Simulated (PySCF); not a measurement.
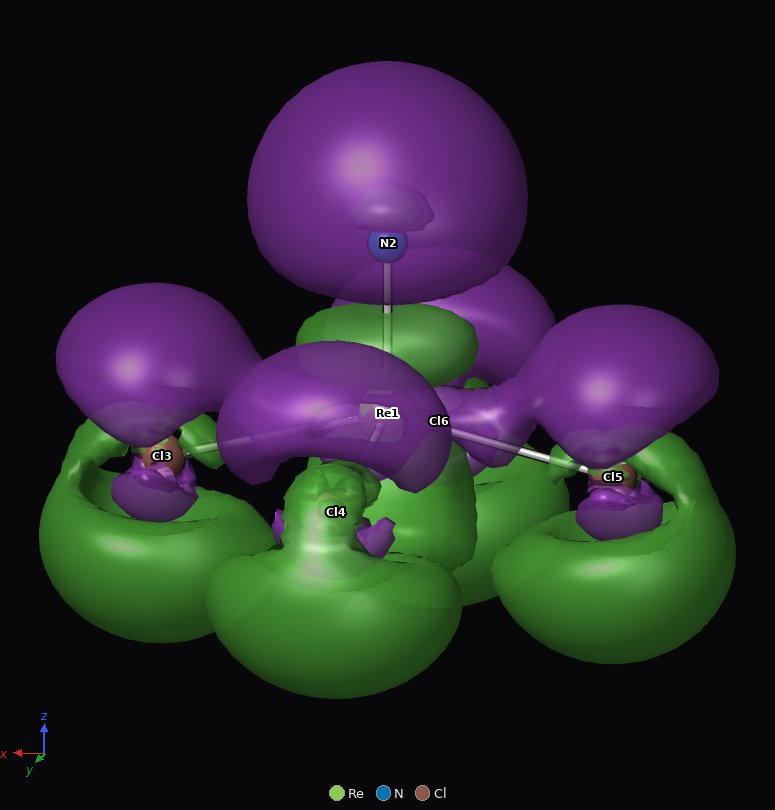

[ReNCl4]2- (Cl4NRe, charge −2). Change of the electron density in a uniform field of 0.10 V/Å, surfaces at ±0.0005 e/Å³ (purple: gain, green: loss).

Method: TPSSh/def2-SVPD; geometry: GFN2-xTB; program: PySCF. Core potentials replace the inner electrons of Re; spin–orbit coupling isn't included. This is a single-reference result, which may miss multireference character in this system. No frequency check shows the geometry to be a minimum. For an anion such functionals hold the outermost electrons too loosely, so the response is rough. GFN2-xTB bond lengths at metals and heavier atoms can be off by up to 0.1 Å and shapes distorted, which carries into these values.

The field was applied in both directions; the picture shows the one opposite to the script's first.

Along which Cartesian direction does the field point?

Answer. Along −z: electrons gather on the +z side, against the field.

How large is the response?

Answer. The induced dipole is 0.54 D (along the field); α along this axis, from the fields in both directions, is 106 bohr³ (15.7 Å³).

Cost of the run: 3 min on 1 thread of Intel(R) Xeon(R) Processor @ 2.50GHz (Skylake/Cascade Lake), with other jobs on the host, peak memory 0.89 GiB.
